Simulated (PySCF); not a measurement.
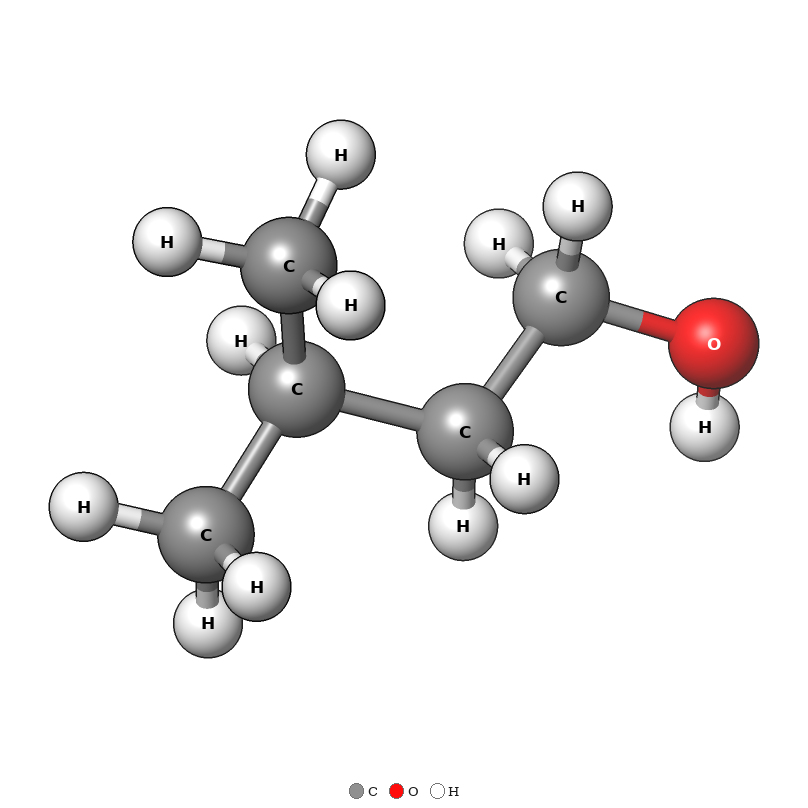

Ball-and-stick drawing of a structure.

The computed structure is the end point of a PBE0-D3(BJ)/def2-TZVP optimisation. No frequency run is at hand to confirm it as a minimum.

Give the formula.

Answer. C₅H₁₂O, 18 atoms: 5 carbon, 12 hydrogen and 1 oxygen.

Write the SMILES.

Answer. CC(C)CCO

The parts below concern this one geometry. Atoms keep their numbers from picture to picture.

## Symmetry

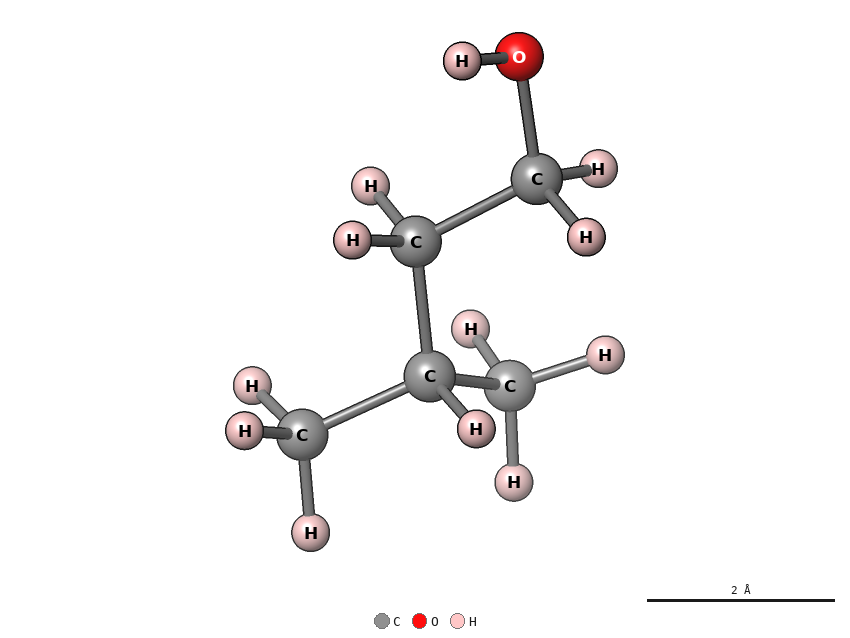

Depth is shown by fading: the farther an atom, the more it takes the colour of the background. No frequency run is at hand to confirm it as a minimum. Masses are those of the most abundant isotopes; constants are for the rigid equilibrium geometry.

Classify the rotor and give the rotational constants (GHz).

Answer. An asymmetric top (C1): A = 6.92, B = 1.74, C = 1.49 GHz. Ray's parameter κ is −0.91, close to the prolate limit.

## Electronic properties

No frequency run is at hand to confirm it as a minimum. Level of theory: PBE0/pcSseg-2, gas phase (PySCF 2.14.0).

Estimate the LUMO energy (Kohn–Sham orbital).

Answer. 0.51 eV.

Give the HOMO energy (Kohn–Sham orbital) at this level.

Answer. −7.78 eV.

What is the dipole moment?

Answer. 1.79 D.

## NMR shielding

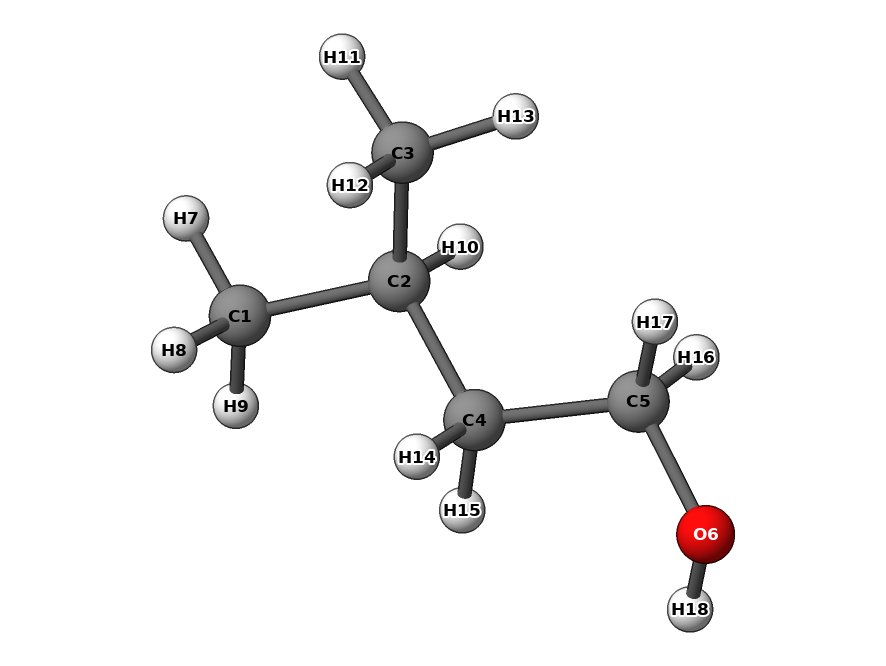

The questions are on isotropic NMR shieldings of the H atoms. No frequency run is at hand to confirm it as a minimum. Method: GIAO PBE0/pcSseg-2 NMR shielding, non-relativistic, gas phase (PySCF 2.14.0).

Which H atom is the most shielded (lowest chemical shift)?

Answer. H18 (31.65 ppm).

Which H atom is the least shielded (highest chemical shift)?

Answer. H17 (27.82 ppm).

How wide is the range of H shifts?

Answer. 3.83 ppm.

Give the isotropic NMR shieldings of the H atoms atom by atom.

```tsv
atom	σ (ppm)
H7	30.45
H8	30.75
H9	30.50
H10	29.99
H11	30.59
H12	31.06
H13	30.36
H14	30.08
H15	30.23
H16	27.96
H17	27.82
H18	31.65
```

## Bond orders

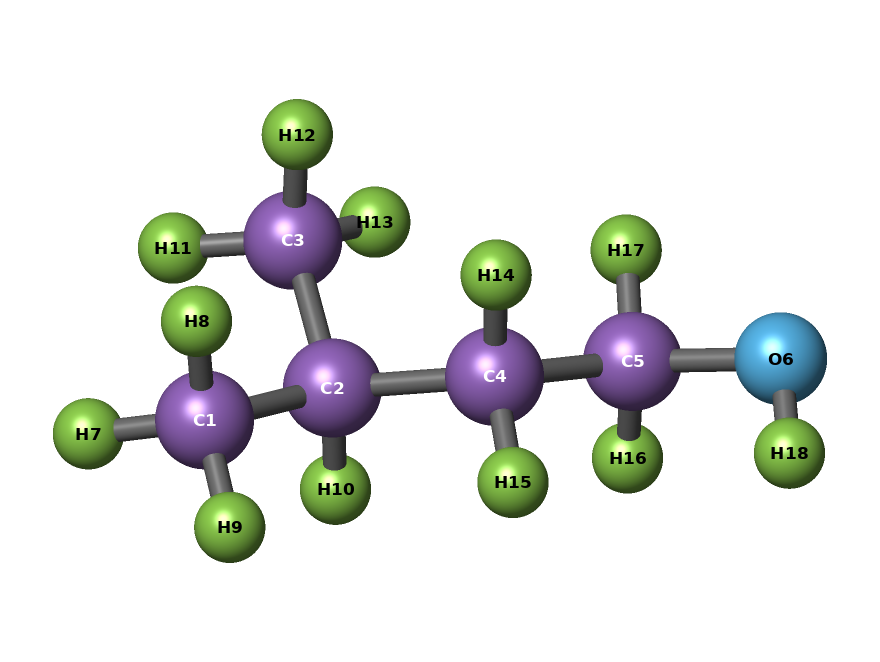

Every bond is drawn as one stick. No frequency run is at hand to confirm it as a minimum. Level of theory: PBE0/pcSseg-2 (PySCF 2.14.0).

List the Mayer bond orders of C1–C2, C2–C3, C2–C4, C4–C5, C5–O6 (bonds between heavy atoms, one of each equivalent set).

```json
{"bond": "C1–C2", "Mayer order": "0.98", "length (Å)": "1.522"}
{"bond": "C2–C3", "Mayer order": "0.98", "length (Å)": "1.523"}
{"bond": "C2–C4", "Mayer order": "0.95", "length (Å)": "1.526"}
{"bond": "C4–C5", "Mayer order": "0.97", "length (Å)": "1.516"}
{"bond": "C5–O6", "Mayer order": "0.92", "length (Å)": "1.413"}
```

## Charges

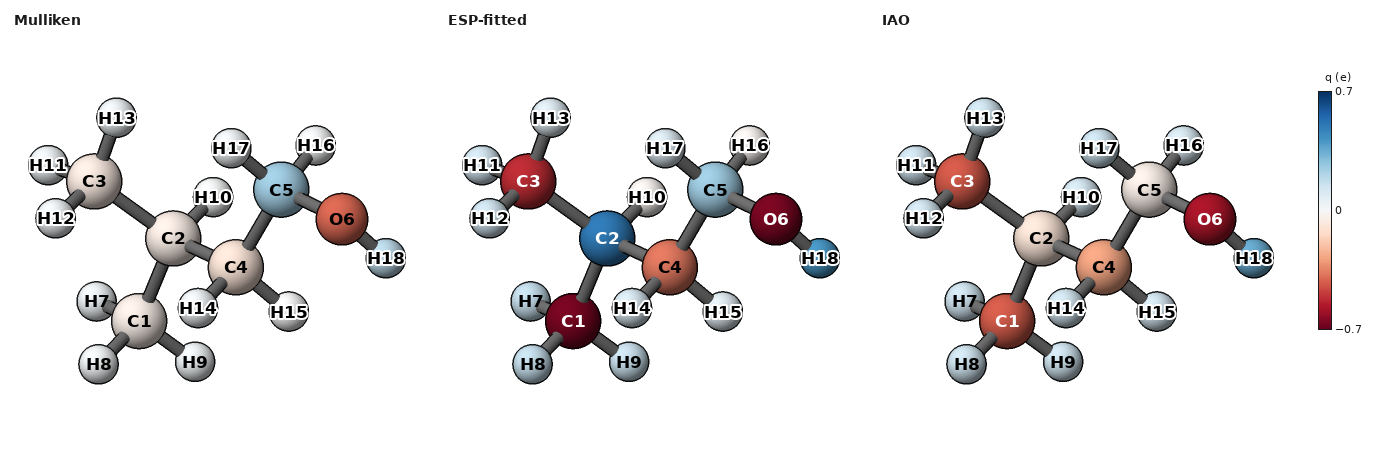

Atomic charges of one calculation by 3 schemes, on one colour scale. No frequency run is at hand to confirm it as a minimum. Computed with PBE0/pcSseg-2 (PySCF 2.14.0).

Which scheme gives the most polar picture (largest mean size of the charges)?

Answer. The ESP-fitted charges are the largest in size here, and the Mulliken charges the smallest.

On which atom do the schemes disagree most?

Answer. On C1 (from −0.66 to −0.05 e).

List the charges (e), one line for each set of equivalent atoms.

```
atom  Mulliken  ESP-fitted    IAO
  C1     −0.05       −0.66  −0.43
  C2     −0.05        0.50  −0.09
  C3     −0.07       −0.52  −0.43
  C4     −0.09       −0.37  −0.27
  C5      0.25        0.25  −0.04
  O6     −0.40       −0.66  −0.57
  H7      0.03        0.16   0.14
  H8      0.02        0.16   0.14
  H9      0.03        0.15   0.14
 H10      0.01       −0.02   0.12
 H11      0.03        0.13   0.14
 H12      0.03        0.14   0.14
 H13      0.03        0.08   0.14
 H14      0.02        0.11   0.13
 H15      0.00        0.08   0.12
 H16      0.01       −0.02   0.11
 H17      0.02        0.09   0.15
 H18      0.18        0.41   0.36
```

Mulliken values depend strongly on the basis set and can even reverse the polarity of a bond.
